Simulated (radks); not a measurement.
All numbers are computed, not measured: Dirac Kohn-Sham, LDA (Slater exchange, Perdew-Wang correlation), spin-unpolarised, spherical densities, finite nucleus (the in-house radial solver radks). The occupation of the 5s shell is varied from Tl²⁺ ([Kr] 4d10 4f14 5s1 5p6 5d10 6s2) to Tl⁺ ([Xe] 4f14 5d10 6s2), with spherical fractional occupations. Wanted, and plotted below: the total energy less the straight line between the end points, and the eigenvalue of 5s (the dashed line is minus the energy to take the whole electron out).

The curve is convex (below the straight line), with the largest deviation among the points computed, −2.17 eV, at 0.5. The end points differ by 146.8 eV, the energy to take the electron out. The eigenvalue, which is the slope of the energy (Janak's theorem), moves from −155.6 eV at 0 to −138.2 eV at 1; for a straight line it would stay constant, and a parabola would sag by an eighth of this change, scaled to a whole electron, 2.17 eV. Convexity is the delocalisation error: fractional charges are too low in energy. The shell lies under occupied ones, so the straight line is a guide here rather than an exact condition.

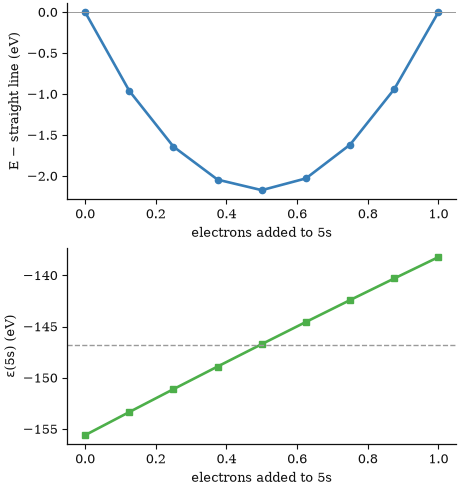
